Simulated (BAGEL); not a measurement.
# HF/6-31G(d) (density fitting with qzvpp-jkfit, spherical functions) run of BN2H4F (SMILES NB(N)F)

Aim: the energy change on altering one bond length of BN2H4F at HF/6-31G* (density fitting with qzvpp-jkfit, spherical functions), from 2 runs. 

The results are computed with BAGEL 1.2.2.

### Step 1. Starting point

BN2H4F: 8 atoms, total charge 0, spin state singlet. As SMILES, `NB(N)F`. Geometry: relaxed at PBE0-D4/def2-TZVP.

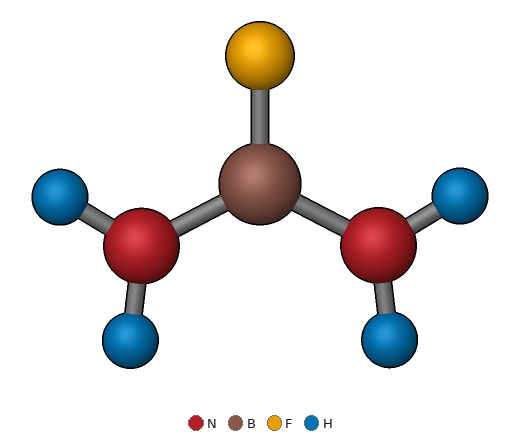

Viewed from a chosen angle; nitrogen red, boron brown, fluorine amber, hydrogen blue.

### Step 2. A single-point energy at HF/6-31G(d) (density fitting with qzvpp-jkfit, spherical functions)

Contents of job.json:

```json
{ "bagel": [

{
  "title": "molecule",
  "basis": "6-31gs.json",
  "df_basis": "qzvpp-jkfit",
  "angstrom": true,
  "geometry": [
    { "atom": "N", "xyz": [   -0.498800,    1.126200,   -0.251400 ] },
    { "atom": "B", "xyz": [   -0.102600,   -0.220500,   -0.374700 ] },
    { "atom": "N", "xyz": [    0.632300,   -0.934100,    0.593100 ] },
    { "atom": "F", "xyz": [   -0.452700,   -0.874800,   -1.502100 ] },
    { "atom": "H", "xyz": [   -1.022300,    1.582800,   -0.975200 ] },
    { "atom": "H", "xyz": [   -0.293400,    1.705100,    0.540500 ] },
    { "atom": "H", "xyz": [    0.943100,   -0.548000,    1.464100 ] },
    { "atom": "H", "xyz": [    0.886500,   -1.893900,    0.449900 ] }
  ]
},
{
  "title": "hf"
},
{
  "title": "print",
  "file": "orbitals.molden",
  "orbitals": true
}

]}
```

The basis set 6-31G* is read from a file made from the Basis Set Exchange's data (not shown).

Started as:

```bash
BAGEL_NUM_THREADS=1 BAGEL job.json > job.out
```

The log of the run:

```text
* using 1 threads per process

  ===============================================================
  ===============================================================

  *** Geometry ***

  { "atom" : "N", "xyz" : [     -0.942595,      2.128210,     -0.475077 ] },
  { "atom" : "B", "xyz" : [     -0.193886,     -0.416685,     -0.708080 ] },
  { "atom" : "N", "xyz" : [      1.194874,     -1.765193,      1.120797 ] },
  { "atom" : "F", "xyz" : [     -0.855479,     -1.653132,     -2.838558 ] },
  { "atom" : "H", "xyz" : [     -1.931867,      2.991059,     -1.842861 ] },
  { "atom" : "H", "xyz" : [     -0.554446,      3.222172,      1.021397 ] },
  { "atom" : "H", "xyz" : [      1.782201,     -1.035570,      2.766748 ] },
  { "atom" : "H", "xyz" : [      1.675242,     -3.578952,      0.850188 ] },

  Number of auxiliary basis functions:      378

  Since a DF basis is specified, we compute 2- and 3-index integrals:
    o Being stored without compression. Storage requirement is 0.012 GB

  Number of basis functions:       64
  Number of electrons      :       32

    * METHOD: MOLECULE                             0.11

  *** RHF ***

  === Nuclear Repulsion ===
   114.9610438144

      * DIIS with orbital gradients will be used.

  === RHF iteration (6-31gs.json) ===
      0       -235.23253285          0.02899303           0.02
      1       -235.43802518          0.01440760           0.02
      2       -235.49516713          0.00172328           0.02
      3       -235.49611476          0.00043390           0.02
      4       -235.49616030          0.00009016           0.02
      5       -235.49616284          0.00002108           0.02
      6       -235.49616304          0.00000756           0.02
      7       -235.49616307          0.00000152           0.02
      8       -235.49616307          0.00000058           0.02
      9       -235.49616307          0.00000021           0.02
     10       -235.49616307          0.00000006           0.02
     11       -235.49616307          0.00000002           0.02
     12       -235.49616307          0.00000001           0.02
    * SCF iteration converged.

    * Permanent dipole moment:
           (   -0.242043,    -0.452661,    -0.779876) a.u.

    * METHOD: HF                                   0.36

    * METHOD: PRINT                                0.01

  ===============================================================
```

Wall time 0.6 s (1 thread of Arm Neoverse V2, shared host).

### Step 3. The distorted shape at the same level

Contents of input.json:

```json
{ "bagel": [

{
  "title": "molecule",
  "basis": "6-31gs.json",
  "df_basis": "qzvpp-jkfit",
  "angstrom": true,
  "geometry": [
    { "atom": "N", "xyz": [      -0.575056,       1.414126,      -0.208442 ] },
    { "atom": "B", "xyz": [      -0.178856,       0.067426,      -0.331742 ] },
    { "atom": "N", "xyz": [       0.556044,      -0.646174,       0.636058 ] },
    { "atom": "F", "xyz": [      -0.528956,      -0.586874,      -1.459142 ] },
    { "atom": "H", "xyz": [      -1.098556,       1.870726,      -0.932242 ] },
    { "atom": "H", "xyz": [      -0.369656,       1.993026,       0.583458 ] },
    { "atom": "H", "xyz": [       0.866844,      -0.260074,       1.507058 ] },
    { "atom": "H", "xyz": [       0.886500,      -1.893900,       0.449900 ] }
  ]
},

{ "title": "hf", "charge": 0 },

{ "title": "print", "file": "orbitals.molden", "orbitals": true }

]}
```

The basis set 6-31G* is read from a file made from the Basis Set Exchange's data (not shown).

Started as:

```bash
BAGEL_NUM_THREADS=1 BAGEL input.json > input.out
```

The log of the run:

```text
* using 1 threads per process

  ===============================================================
  ===============================================================

  *** Geometry ***

  { "atom" : "N", "xyz" : [     -1.086698,      2.672311,     -0.393898 ] },
  { "atom" : "B", "xyz" : [     -0.337989,      0.127417,     -0.626902 ] },
  { "atom" : "N", "xyz" : [      1.050771,     -1.221092,      1.201975 ] },
  { "atom" : "F", "xyz" : [     -0.999582,     -1.109031,     -2.757379 ] },
  { "atom" : "H", "xyz" : [     -2.075970,      3.535160,     -1.761682 ] },
  { "atom" : "H", "xyz" : [     -0.698549,      3.766273,      1.102576 ] },
  { "atom" : "H", "xyz" : [      1.638098,     -0.491469,      2.847927 ] },
  { "atom" : "H", "xyz" : [      1.675242,     -3.578952,      0.850188 ] },

  Number of auxiliary basis functions:      378

  Since a DF basis is specified, we compute 2- and 3-index integrals:
    o Being stored without compression. Storage requirement is 0.012 GB

  Number of basis functions:       64
  Number of electrons      :       32

    * METHOD: MOLECULE                             0.11

  *** RHF ***

  === Nuclear Repulsion ===
   113.7402041654

      * DIIS with orbital gradients will be used.

  === RHF iteration (6-31gs.json) ===
      0       -235.16655193          0.02958191           0.02
      1       -235.37731433          0.01529192           0.02
      2       -235.44305857          0.00183359           0.02
      3       -235.44424865          0.00041571           0.02
      4       -235.44429972          0.00010889           0.02
      5       -235.44430496          0.00003086           0.02
      6       -235.44430552          0.00001191           0.02
      7       -235.44430561          0.00000228           0.02
      8       -235.44430561          0.00000102           0.02
      9       -235.44430561          0.00000033           0.02
     10       -235.44430561          0.00000012           0.02
     11       -235.44430561          0.00000004           0.02
     12       -235.44430561          0.00000001           0.02
     13       -235.44430561          0.00000000           0.02
    * SCF iteration converged.

    * Permanent dipole moment:
           (   -0.258213,    -0.394925,    -0.772996) a.u.

    * METHOD: HF                                   0.36

    * METHOD: PRINT                                0.01

  ===============================================================
```

Wall time 0.6 s (1 thread of Arm Neoverse V2, shared host).

### Step 4. What came out

Level: HF/6-31G* (density fitting with qzvpp-jkfit, spherical functions).

```
                                                         quantity          value
                                        first shape: total energy  -235.49616 Eh
                                       first shape: dipole moment         2.37 D
                                         first shape: HOMO energy      -10.42 eV
                                         first shape: LUMO energy        6.02 eV
                                       first shape: HOMO–LUMO gap       16.44 eV
                                    distorted shape: total energy  -235.44431 Eh
                                   distorted shape: dipole moment         2.30 D
                                     distorted shape: HOMO energy      -10.37 eV
                                     distorted shape: LUMO energy        4.71 eV
                                   distorted shape: HOMO–LUMO gap       15.08 eV
energy change with the N3–H8 bond stretched from 1.003 to 1.304 Å       1.411 eV
```

In words: With the N3–H8 bond stretched from 1.003 to 1.304 Å the energy rises by 1.41 eV (33 kcal/mol). The first shape isn't relaxed at this level, so the change isn't measured from a minimum.
